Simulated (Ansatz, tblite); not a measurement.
# The cluster HfSe2+: a ladder of methods and basis sets

How do method and basis change the picture of the cluster HfSe2+ (doublet)?

Program: Ansatz 0.2.0, Gaussian basis. Level of theory: as each input shows. These are calculated values, not measurements.

The runs, in order: GFN1-xTB, GFN2-xTB, PBE-D4/def2-TZVP, r2SCAN-D4/def2-TZVP, ωB97X-V/def2-TZVP, r2SCAN0-D4/def2-TZVP, B3LYP-D4/def2-TZVP, LC-ωPBE/def2-TZVP, HF/def2-TZVP, PBE-D4/def2-SVP, PBE0-D4/def2-SVP, CCSD(T)/def2-TZVP, RPA/def2-TZVP.

### Step 1. The relaxed structure

The geometry is that of the doublet, from an earlier relaxation (PBE0-D4/def2-TZVP). At that level it is the lowest of the isomers that a small search found.

3 atoms, charge 1, spin multiplicity 2.

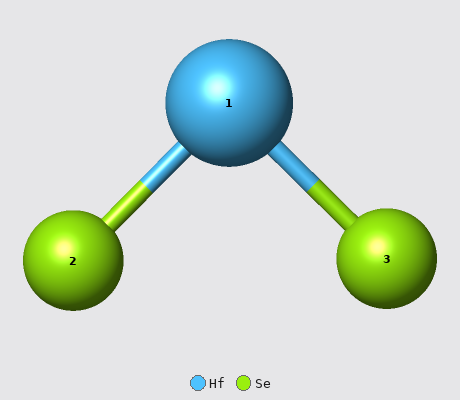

The structure; hafnium blue, selenium green; atoms are numbered from 1 in the order of the file.

Hf takes a core potential in the def2 sets. No spin-orbit coupling is included. The ion is computed in the gas phase, without counter-ions or solvent.

PBE0-D4/def2-TZVP was run before; its log isn't repeated, and its numbers join the tables.

### Step 2. GFN1-xTB

Tight binding, by tblite at 300 K electronic temperature and without a spin-polarisation term:

```python
tblite.interface.Calculator('GFN1-xTB', numbers, positions, charge=1, uhf=1).singlepoint()
```

Energy -199.5896 eV; 0.003 s.

### Step 3. GFN2-xTB

Tight binding, by tblite at 300 K electronic temperature and without a spin-polarisation term:

```python
tblite.interface.Calculator('GFN2-xTB', numbers, positions, charge=1, uhf=1).singlepoint()
```

Energy -201.8480 eV; 0.003 s.

### Step 4. PBE-D4/def2-TZVP

start.molden holds the orbitals of an earlier run on this state, given as this run's starting guess.

File in.yaml:

```yaml
crystal:
  periodic: [false, false, false]
  atoms:
    - {symbol: Hf, position_ang: [-0.240741, 0.759961, 0.765622]}
    - {symbol: Se, position_ang: [1.289497, -1.010104, 0.610327]}
    - {symbol: Se, position_ang: [-1.048757, 0.250143, -1.375950]}
basis:
  gaussian: {orbitals: def2-TZVP, initial_orbitals: start.molden}
total_charge: 1
magnetization: {spin_polarized: true, initial_magnetization: 1}
hamiltonian: {xc: pbe, dispersion: d4}
scf: {omitted_lower_state_checks: [starts]}
output: {orbitals: {seedname: orbitals}}
```

Command:

```
$ ansatz run in.yaml --threads 4 --pin off --events-out ev --progress --plain --max-ram 3916MiB
```

The log of the run:

```text
Functional definition: PBE
  name "PBE"
  cite "Perdew, Burke & Ernzerhof, Phys. Rev. Lett. 77, 3865 (1996) doi:10.1103/PhysRevLett.77.3865"
  parent pbe
  parameter kappa = 0.804
  parameter beta = 0.06672455060314922
  exchange = pbe_x(kappa = kappa, mu = beta*pi^2/3)
  correlation = pbe_c(beta = beta)
these checks for a lower state are left out or cut short: starts
1119 factors; their error is unknown
mean field evaluation 1: about -131980.8010 eV, gradient 8.2e0 eV
mean field evaluation 2: about -131980.9228 eV, gradient 1.9e-1 eV
mean field evaluation 4: about -131980.8647 eV, gradient 6.7e-2 eV
mean field evaluation 8: about -131980.8648 eV, gradient 1.5e-5 eV
mean field -131980.86475816 eV, -4850.2073200191 hartree, gradient 1.5e-5 eV, S^2 0.760579; 0 other end points of the search recorded, 0 dependent functions left out
reference -131980.86479100 eV, -4850.2073212260 hartree; 40, 39 occupied and 96, 97 virtual orbitals, 1119 factors
Total energy: -131980.98018471 eV, -4850.2115618665 hartree
Checks for a lower state left out: starts
```

Wall time 2.9 s (4 threads of Arm Neoverse V2, shared host).

From the report: HOMO -10.78 eV, LUMO -9.95 eV (over both spins); ⟨S²⟩ 0.761 (pure: 0.75).

### Step 5. r2SCAN-D4/def2-TZVP

Edit in.yaml of step 4 so:

```diff
@@ -10,3 +10,3 @@
 magnetization: {spin_polarized: true, initial_magnetization: 1}
-hamiltonian: {xc: pbe, dispersion: d4}
+hamiltonian: {xc: r2scan, dispersion: d4}
 scf: {omitted_lower_state_checks: [starts]}
```

Launched as before.

The log of the run:

```text
Functional definition: r2SCAN
  name "r2SCAN"
  cite "Furness, Kaplan, Ning, Perdew & Sun, J. Phys. Chem. Lett. 11, 8208 (2020) doi:10.1021/acs.jpclett.0c02405"
  cite "Furness, Kaplan, Ning, Perdew & Sun, J. Phys. Chem. Lett. 11, 9248 (2020) doi:10.1021/acs.jpclett.0c03077"
  parent r2scan
  parameter k0 = 0.174
  parameter k1 = 0.065
  parameter a1 = 4.9479
  exchange = r2scan_x(k0 = k0, k1 = k1, a1 = a1)
  correlation = r2scan_c
these checks for a lower state are left out or cut short: starts
1119 factors; their error is unknown
mean field evaluation 1: about -131999.6192 eV, gradient 6.1e0 eV
mean field evaluation 2: about -131999.6689 eV, gradient 8.4e-2 eV
mean field evaluation 4: about -131999.6077 eV, gradient 7.6e-4 eV
mean field evaluation 8: about -131999.6077 eV, gradient 9.6e-6 eV
mean field -131999.60765163 eV, -4850.8961086498 hartree, gradient 9.6e-6 eV, S^2 0.773479; 0 other end points of the search recorded, 0 dependent functions left out
reference -131999.60766391 eV, -4850.8961091010 hartree; 40, 39 occupied and 96, 97 virtual orbitals, 1119 factors
Total energy: -131999.62751696 eV, -4850.8968386872 hartree
Checks for a lower state left out: starts
```

It took 8 s on 4 threads of Arm Neoverse V2, shared host.

Report: HOMO -11.06 eV, LUMO -9.78 eV (over both spins); ⟨S²⟩ 0.773 (pure: 0.75).

### Step 6. ωB97X-V/def2-TZVP

Edit in.yaml of step 5 so:

```diff
@@ -10,3 +10,3 @@
 magnetization: {spin_polarized: true, initial_magnetization: 1}
-hamiltonian: {xc: r2scan, dispersion: d4}
+hamiltonian: {xc: {name: wB97X-V}}
 scf: {omitted_lower_state_checks: [starts]}
```

Launched as before.

The log of the run (excerpt; [...] marks lines left out):

```text
Functional definition: wB97X-V
  name "wB97X-V"
  cite "Mardirossian & Head-Gordon, Phys. Chem. Chem. Phys. 16, 9904 (2014) doi:10.1039/C3CP54374A"
  cite "Becke, J. Chem. Phys. 107, 8554 (1997) doi:10.1063/1.475007"
  cite "Vydrov & Van Voorhis, J. Chem. Phys. 133, 244103 (2010) doi:10.1063/1.3521275"
[...]
      + integral(e_c_pw_opposite_spin*poly(b97_u_opposite, cos0, cos1)) + vv10(b, c)
[...]
1014 factors; integrals over basis functions are off by at most 1.1e-3 eV
199 factors; integrals over basis functions are off by at most 2.7e-5 eV
[...]
mean field -131986.13673703 eV, -4850.4010616691 hartree, gradient 2.6e-5 eV, S^2 0.799025; 0 other end points of the search recorded, 0 dependent functions left out
reference -131986.13673567 eV, -4850.4010616191 hartree; 40, 39 occupied and 96, 97 virtual orbitals, 1014 factors
Total energy: -131986.13673567 eV, -4850.4010616191 hartree
Checks for a lower state left out: starts
```

Wall time 16 s (4 threads of Arm Neoverse V2, shared host); peak memory 0.64 GiB.

Report: HOMO -13.82 eV, LUMO -7.23 eV (over both spins); ⟨S²⟩ 0.799 (pure: 0.75).

### Step 7. r2SCAN0-D4/def2-TZVP

Edit in.yaml of step 6 so:

```diff
@@ -10,3 +10,3 @@
 magnetization: {spin_polarized: true, initial_magnetization: 1}
-hamiltonian: {xc: {name: wB97X-V}}
+hamiltonian: {xc: {name: r2SCAN0}, dispersion: d4}
 scf: {omitted_lower_state_checks: [starts]}
```

Launched as before.

The log of the run (excerpt; [...] marks lines left out):

```text
Functional definition: r2SCAN0
  name "r2SCAN0"
  cite "Bursch, Neugebauer, Ehlert & Grimme, J. Chem. Phys. 156, 134105 (2022) doi:10.1063/5.0086040"
  cite "Furness, Kaplan, Ning, Perdew & Sun, J. Phys. Chem. Lett. 11, 8208 (2020) doi:10.1021/acs.jpclett.0c02405"
  cite "Furness, Kaplan, Ning, Perdew & Sun, J. Phys. Chem. Lett. 11, 9248 (2020) doi:10.1021/acs.jpclett.0c03077"
  parent r2scan
[...]
1014 factors; integrals over basis functions are off by at most 1.1e-3 eV
[...]
mean field -131997.79774058 eV, -4850.8295956456 hartree, gradient 2.8e-5 eV, S^2 0.800405; 0 other end points of the search recorded, 0 dependent functions left out
reference -131997.79775031 eV, -4850.8295960029 hartree; 40, 39 occupied and 96, 97 virtual orbitals, 1014 factors
Total energy: -131997.82519096 eV, -4850.8306044283 hartree
Checks for a lower state left out: starts
```

Run time: 9.5 s. Hardware: 4 threads of Arm Neoverse V2, shared host.

From the report: HOMO -12.06 eV, LUMO -8.97 eV (over both spins); ⟨S²⟩ 0.800 (pure: 0.75).

### Step 8. B3LYP-D4/def2-TZVP

Edit in.yaml of step 7 so:

```diff
@@ -10,3 +10,3 @@
 magnetization: {spin_polarized: true, initial_magnetization: 1}
-hamiltonian: {xc: {name: r2SCAN0}, dispersion: d4}
+hamiltonian: {xc: {name: B3LYP}, dispersion: d4}
 scf: {omitted_lower_state_checks: [starts]}
```

The command is unchanged.

The log of the run (excerpt; [...] marks lines left out):

```text
Functional definition: B3LYP
  name "B3LYP"
  cite "Stephens, Devlin, Chabalowski & Frisch, J. Phys. Chem. 98, 11623 (1994) doi:10.1021/j100096a001"
  cite "Becke, Phys. Rev. A 38, 3098 (1988) doi:10.1103/PhysRevA.38.3098"
  cite "Lee, Yang & Parr, Phys. Rev. B 37, 785 (1988) doi:10.1103/PhysRevB.37.785"
  cite "Vosko, Wilk & Nusair, Can. J. Phys. 58, 1200 (1980) doi:10.1139/p80-159"
[...]
1014 factors; integrals over basis functions are off by at most 1.1e-3 eV
[...]
mean field -132001.78666267 eV, -4850.9761858285 hartree, gradient 2.1e-5 eV, S^2 0.769675; 0 other end points of the search recorded, 0 dependent functions left out
reference -132001.78687602 eV, -4850.9761936688 hartree; 40, 39 occupied and 96, 97 virtual orbitals, 1014 factors
Total energy: -132001.98113863 eV, -4850.9833326881 hartree
Checks for a lower state left out: starts
```

Wall time 4.4 s (4 threads of Arm Neoverse V2, shared host).

From the report: HOMO -11.56 eV, LUMO -9.38 eV (over both spins); ⟨S²⟩ 0.770 (pure: 0.75).

### Step 9. LC-ωPBE/def2-TZVP

Edit in.yaml of step 8 so:

```diff
@@ -10,3 +10,3 @@
 magnetization: {spin_polarized: true, initial_magnetization: 1}
-hamiltonian: {xc: {name: B3LYP}, dispersion: d4}
+hamiltonian: {xc: {name: LC-wPBE}}
 scf: {omitted_lower_state_checks: [starts]}
```

Launched as before.

The log of the run (excerpt; [...] marks lines left out):

```text
Functional definition: LC-wPBE
  name "LC-wPBE"
  cite "Vydrov & Scuseria, J. Chem. Phys. 125, 234109 (2006) doi:10.1063/1.2409292"
  cite "Heyd & Scuseria, J. Chem. Phys. 120, 7274 (2004) doi:10.1063/1.1668634"
  cite "Ernzerhof & Perdew, J. Chem. Phys. 109, 3313 (1998) doi:10.1063/1.476928"
  cite "Perdew, Burke & Ernzerhof, Phys. Rev. Lett. 77, 3865 (1996) doi:10.1103/PhysRevLett.77.3865"
  parent pbe
[...]
1119 factors; their error is unknown
284 factors; integrals over basis functions are off by at most 6.3e-5 eV
[...]
mean field -131981.00065479 eV, -4850.2123141281 hartree, gradient 2.0e-5 eV, S^2 0.836918; 0 other end points of the search recorded, 0 dependent functions left out
reference -131981.00065479 eV, -4850.2123141283 hartree; 40, 39 occupied and 96, 97 virtual orbitals, 1119 factors
Total energy: -131981.00065479 eV, -4850.2123141283 hartree
Checks for a lower state left out: starts
```

Run time: 7.5 s. Hardware: 4 threads of Arm Neoverse V2, shared host.

HOMO -14.26 eV, LUMO -6.97 eV (over both spins); ⟨S²⟩ 0.837 (pure: 0.75).

### Step 10. HF/def2-TZVP

Edit in.yaml of step 9 so:

```diff
@@ -10,3 +10,3 @@
 magnetization: {spin_polarized: true, initial_magnetization: 1}
-hamiltonian: {xc: {name: LC-wPBE}}
+hamiltonian: {xc: hf}
 scf: {omitted_lower_state_checks: [starts]}
```

The command is unchanged.

The log of the run:

```text
Functional definition: HF
  name "HF"
  cite "Fock, Z. Phys. 61, 126 (1930) doi:10.1007/BF01340294"
  parent pbe
  exchange = exact_x
  correlation = 0
these checks for a lower state are left out or cut short: starts
1014 factors; integrals over basis functions are off by at most 1.1e-3 eV
mean field evaluation 1: about -131891.0051 eV, gradient 2.3e1 eV
mean field evaluation 2: about -131891.8804 eV, gradient 1.4e0 eV
mean field evaluation 4: about -131892.2973 eV, gradient 1.3e0 eV
mean field evaluation 8: about -131892.3109 eV, gradient 1.0e-3 eV
mean field -131892.31087632 eV, -4846.9530248855 hartree, gradient 4.6e-5 eV, S^2 1.027368; 0 other end points of the search recorded, 0 dependent functions left out
reference -131892.31087632 eV, -4846.9530248855 hartree; 40, 39 occupied and 96, 97 virtual orbitals, 1014 factors
Total energy: -131892.31087632 eV, -4846.9530248855 hartree
Checks for a lower state left out: starts
```

It took 3.1 s on 4 threads of Arm Neoverse V2, shared host.

HOMO -14.00 eV, LUMO -5.81 eV (over both spins); ⟨S²⟩ 1.027 (pure: 0.75). Doubts: spin contamination.

### Step 11. PBE-D4/def2-SVP

Edit in.yaml of step 10 so:

```diff
@@ -7,6 +7,6 @@
 basis:
-  gaussian: {orbitals: def2-TZVP, initial_orbitals: start.molden}
+  gaussian: {orbitals: def2-SVP, initial_orbitals: start.molden}
 total_charge: 1
 magnetization: {spin_polarized: true, initial_magnetization: 1}
-hamiltonian: {xc: hf}
+hamiltonian: {xc: pbe, dispersion: d4}
 scf: {omitted_lower_state_checks: [starts]}
```

The command is unchanged.

The log of the run:

```text
Functional definition: PBE
  name "PBE"
  cite "Perdew, Burke & Ernzerhof, Phys. Rev. Lett. 77, 3865 (1996) doi:10.1103/PhysRevLett.77.3865"
  parent pbe
  parameter kappa = 0.804
  parameter beta = 0.06672455060314922
  exchange = pbe_x(kappa = kappa, mu = beta*pi^2/3)
  correlation = pbe_c(beta = beta)
these checks for a lower state are left out or cut short: starts
1006 factors; their error is unknown
mean field evaluation 1: about -131964.6383 eV, gradient 2.0e1 eV
mean field evaluation 2: about -131964.9033 eV, gradient 5.4e-1 eV
mean field evaluation 4: about -131964.6756 eV, gradient 2.2e-1 eV
mean field evaluation 8: about -131964.6756 eV, gradient 2.1e-5 eV
mean field -131964.67563423 eV, -4849.6123806880 hartree, gradient 2.1e-5 eV, S^2 0.760362; 0 other end points of the search recorded, 0 dependent functions left out
reference -131964.67567915 eV, -4849.6123823389 hartree; 40, 39 occupied and 56, 57 virtual orbitals, 1006 factors
Total energy: -131964.79107286 eV, -4849.6166229795 hartree
Checks for a lower state left out: starts
```

Wall time 2 s (4 threads of Arm Neoverse V2, shared host).

HOMO -10.82 eV, LUMO -10.00 eV (over both spins); ⟨S²⟩ 0.760 (pure: 0.75).

### Step 12. PBE0-D4/def2-SVP

Edit in.yaml of step 11 so:

```diff
@@ -10,3 +10,3 @@
 magnetization: {spin_polarized: true, initial_magnetization: 1}
-hamiltonian: {xc: pbe, dispersion: d4}
+hamiltonian: {xc: pbe0, dispersion: d4}
 scf: {omitted_lower_state_checks: [starts]}
```

The command is unchanged.

The log of the run (excerpt; [...] marks lines left out):

```text
Functional definition: PBE0
  name "PBE0"
  cite "Adamo & Barone, J. Chem. Phys. 110, 6158 (1999) doi:10.1063/1.478522"
  cite "Perdew, Burke & Ernzerhof, Phys. Rev. Lett. 77, 3865 (1996) doi:10.1103/PhysRevLett.77.3865"
  parent pbe
[...]
938 factors; integrals over basis functions are off by at most 6.4e-4 eV
[...]
mean field -131967.48452457 eV, -4849.7156055040 hartree, gradient 1.6e-5 eV, S^2 0.781707; 0 other end points of the search recorded, 0 dependent functions left out
reference -131967.48455848 eV, -4849.7156067503 hartree; 40, 39 occupied and 56, 57 virtual orbitals, 938 factors
Total energy: -131967.58316553 eV, -4849.7192304925 hartree
Checks for a lower state left out: starts
```

Run time: 2.8 s. Hardware: 4 threads of Arm Neoverse V2, shared host.

Report: HOMO -11.89 eV, LUMO -9.19 eV (over both spins); ⟨S²⟩ 0.782 (pure: 0.75).

### Step 13. CCSD(T)/def2-TZVP

File in.yaml:

```yaml
crystal:
  periodic: [false, false, false]
  atoms:
    - {symbol: Hf, position_ang: [-0.240741, 0.759961, 0.765622]}
    - {symbol: Se, position_ang: [1.289497, -1.010104, 0.610327]}
    - {symbol: Se, position_ang: [-1.048757, 0.250143, -1.375950]}
basis:
  gaussian: {orbitals: def2-TZVP, initial_orbitals: start.molden}
total_charge: 1
magnetization: {spin_polarized: true, initial_magnetization: 1}
correlation: {method: ccsd_t}
scf: {omitted_lower_state_checks: [starts, cluster_reference]}
output: {orbitals: {seedname: orbitals}}
```

Launched as before.

The log of the run (excerpt; [...] marks lines left out):

```text
Functional definition: HF
  name "HF"
  cite "Fock, Z. Phys. 61, 126 (1930) doi:10.1007/BF01340294"
  parent pbe
[...]
1014 factors; integrals over basis functions are off by at most 1.1e-3 eV
[...]
mean field -131892.31087632 eV, -4846.9530248855 hartree, gradient 3.8e-6 eV, S^2 1.027372; 0 other end points of the search recorded, 0 dependent functions left out
18 core orbitals not correlated: weight in the atoms' cores, before any rotation towards them, 1.000 or more for the frozen orbitals, at most 0.000 for the correlated occupied ones
reference -131892.31087632 eV, -4846.9530248855 hartree; 22, 21 occupied and 96, 97 virtual orbitals, 1014 factors
second order -20.98971220 eV of doubles, -0.00000000 eV of singles
cycle   1  -19.91530147 eV  change     1.1e0 eV  update   2.0e-1
[...]
cycle  15  -20.93350341 eV  change    3.8e-5 eV  update   1.7e-5
perturbative correction -1.12758285 eV, -0.0414379055 hartree
Total energy: -131914.37196258 eV, -4847.7637548519 hartree
Checks for a lower state left out: starts, cluster_reference
```

It took 43 s on 4 threads of Arm Neoverse V2, shared host; peak memory 1.4 GiB.

Hartree-Fock HOMO -14.00 eV, LUMO -5.81 eV (over both spins); ⟨S²⟩ 1.027 (pure: 0.75); T1 0.031. Doubts: spin contamination.

### Step 14. RPA/def2-TZVP

Edit in.yaml of step 13 so:

```diff
@@ -10,4 +10,4 @@
 magnetization: {spin_polarized: true, initial_magnetization: 1}
-correlation: {method: ccsd_t}
-scf: {omitted_lower_state_checks: [starts, cluster_reference]}
-output: {orbitals: {seedname: orbitals}}
+hamiltonian: {xc: pbe}
+correlation: {method: rpa}
+scf: {omitted_lower_state_checks: [starts]}
```

The command is unchanged.

The log of the run (excerpt; [...] marks lines left out):

```text
Functional definition: PBE
  name "PBE"
  cite "Perdew, Burke & Ernzerhof, Phys. Rev. Lett. 77, 3865 (1996) doi:10.1103/PhysRevLett.77.3865"
  parent pbe
[...]
1014 factors; integrals over basis functions are off by at most 1.1e-3 eV
[...]
mean field -131980.86474418 eV, -4850.2073195056 hartree, gradient 6.2e-6 eV, S^2 0.760579; 0 other end points of the search recorded, 0 dependent functions left out
18 core orbitals not correlated: weight in the atoms' cores, before any rotation towards them, 1.000 or more for the frozen orbitals, at most 0.000 for the correlated occupied ones
reference -131890.50176717 eV, -4846.8865413505 hartree; 22, 21 occupied and 96, 97 virtual orbitals, 1014 factors
Total energy: -131921.77840112 eV, -4848.0359364483 hartree
Checks for a lower state left out: starts
```

Wall time 4.6 s (4 threads of Arm Neoverse V2, shared host).

⟨S²⟩ 0.761 (pure: 0.75).

### Step 15. Levels side by side

```
               level  functions  HOMO (eV)  LUMO (eV)  gap (eV)   ⟨S²⟩   time
        HF/def2-TZVP        136     -14.00      -5.81      8.19  1.027  3.1 s
     PBE-D4/def2-SVP         96     -10.82     -10.00      0.82  0.760    2 s
    PBE-D4/def2-TZVP        136     -10.78      -9.95      0.83  0.761  2.9 s
 r2SCAN-D4/def2-TZVP        136     -11.06      -9.78      1.28  0.773    8 s
  B3LYP-D4/def2-TZVP        136     -11.56      -9.38      2.17  0.770  4.4 s
    PBE0-D4/def2-SVP         96     -11.89      -9.19      2.70  0.782  2.8 s
   PBE0-D4/def2-TZVP        136     -11.83      -9.12      2.71  0.782    6 s
r2SCAN0-D4/def2-TZVP        136     -12.06      -8.97      3.09  0.800  9.5 s
   LC-ωPBE/def2-TZVP        136     -14.26      -6.97      7.29  0.837  7.5 s
   ωB97X-V/def2-TZVP        136     -13.82      -7.23      6.59  0.799   16 s
```

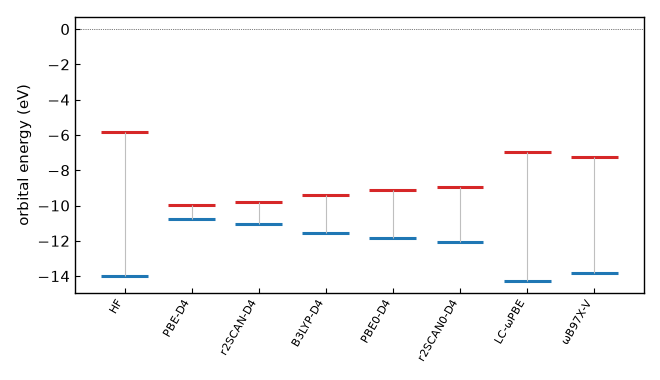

Highest filled (blue) and lowest empty (red) level in def2-TZVP, over both spins.

The pieces so far (eV):

```
    basis            HF  MP2 correlation  CCSD correlation      (T)         total
def2-TZVP  -131892.3109         -20.9897          -20.9335  -1.1276  -131914.3720
```

### Step 16. Outcome

```
                                                                   quantity                           value
 gap in def2-TZVP, named functionals and Hartree-Fock, smallest and largest  0.83 eV (PBE-D4), 8.19 eV (HF)
                                      correlation energy, CCSD(T)/def2-TZVP                       -22.06 eV
⟨S²⟩ in def2-TZVP, named functionals and Hartree-Fock, smallest and largest                    0.761, 1.027
                            PBE0 total energy, smallest basis above largest  16.26 eV (def2-SVP, def2-TZVP)
```

In words: Over the named functionals and Hartree-Fock in def2-TZVP the gap runs from 0.83 eV (PBE-D4) to 8.19 eV (HF); exact exchange widens it. Over the named functionals and Hartree-Fock in def2-TZVP spin contamination reaches 0.28 (HF). Notes on CCSD(T)/def2-TZVP: spin contamination.

The slowest run with a step of its own, CCSD(T)/def2-TZVP, took 43 s; the quickest functional in def2-TZVP took 2.9 s (shared host).
